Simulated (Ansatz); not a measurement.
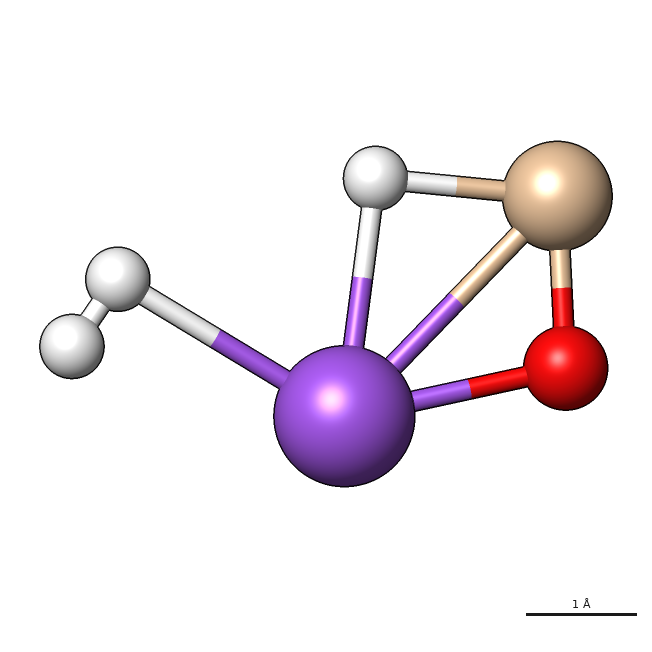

Rendered structure (ball-and-stick style). Colours: oxygen red, silicon light orange, sodium purple, hydrogen white.

Describe the molecule.

The molecule is H₃NaOSi. The point group is Cs. All atoms lie on one plane.

The parts below concern this one geometry. Atoms keep their numbers from picture to picture. The geometry was computed by an optimisation with PBE0-D4/def2-TZVP. No frequency run is at hand to confirm it as a minimum.

## Geometry

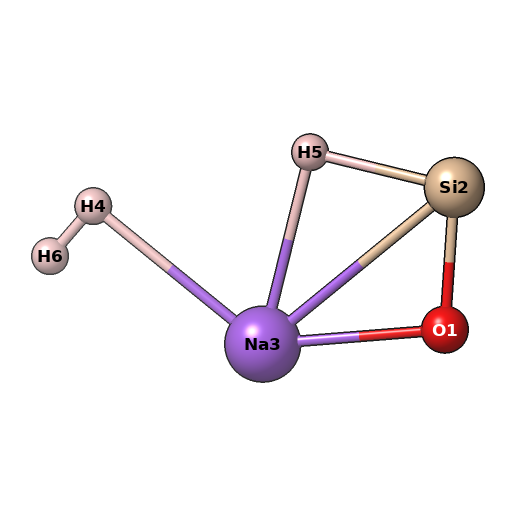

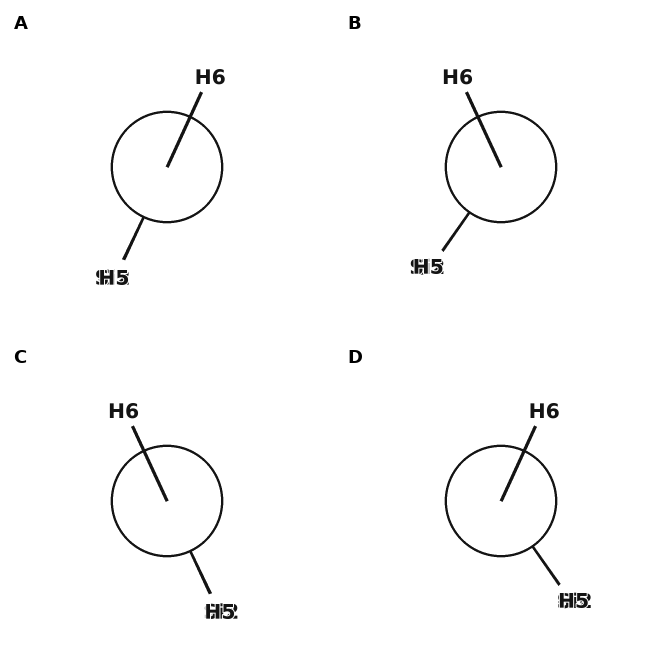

Depth is shown by fading: the farther an atom, the more it takes the colour of the background. Bonds that would overlap in a projection are set slightly apart. No frequency run is at hand to confirm it as a minimum.

Question: Which Newman projection shows the view along H4–Na3, with H4 in front?

Answer: A. The torsion angle H6–H4–Na3–Si2 is 180°, antiperiplanar (anti).

## Electronic properties

No frequency run is at hand to confirm it as a minimum. Method: RKS PBE0-D4/def2-TZVPP (Ansatz 0.2.0).

Question: Estimate the HOMO energy (Kohn–Sham orbital).

Answer: −5.08 eV.

Question: Give the HOMO–LUMO gap at this level.

Answer: 4.00 eV.

## Dipole moment

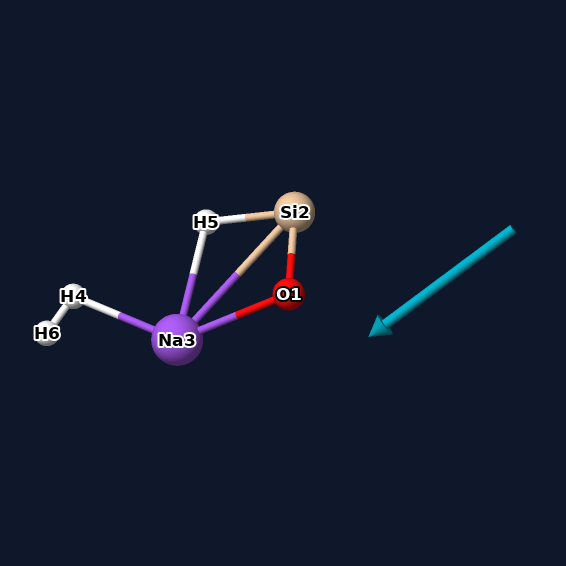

The arrow beside the molecule shows the direction of the dipole moment, from the negative to the positive end (its length means nothing). No frequency run is at hand to confirm it as a minimum. Level of theory: RKS PBE0-D4/def2-TZVP (Ansatz 0.2.0).

Question: Estimate the dipole moment.

Answer: 7.21 D; it points from the side of Si2 to the side of H6 (the outermost atoms at the two ends).

## Charges

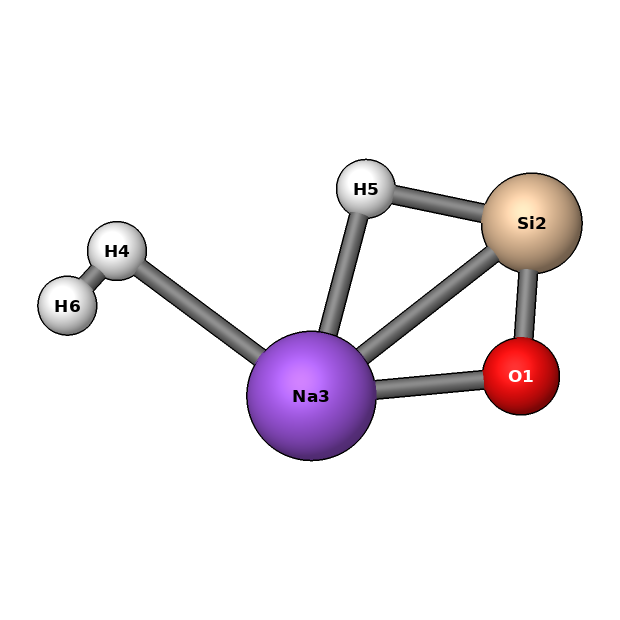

The questions are on Mulliken charges. No frequency run is at hand to confirm it as a minimum. Method: RKS PBE0-D4/def2-TZVP (Ansatz 0.2.0).

Question: Which atom carries the highest charge (most positive or least negative)?

Answer: Na3 (0.61 e).

Question: And the lowest?

Answer: O1 (−0.65 e).

List the Mulliken charges.

| atom | value (e) |
| --- | --- |
| O1 | −0.65 |
| Si2 | 0.19 |
| Na3 | 0.61 |
| H4 | 0.06 |
| H5 | −0.20 |
| H6 | −0.01 |

Mulliken values depend strongly on the basis set and can even reverse the polarity of a bond.
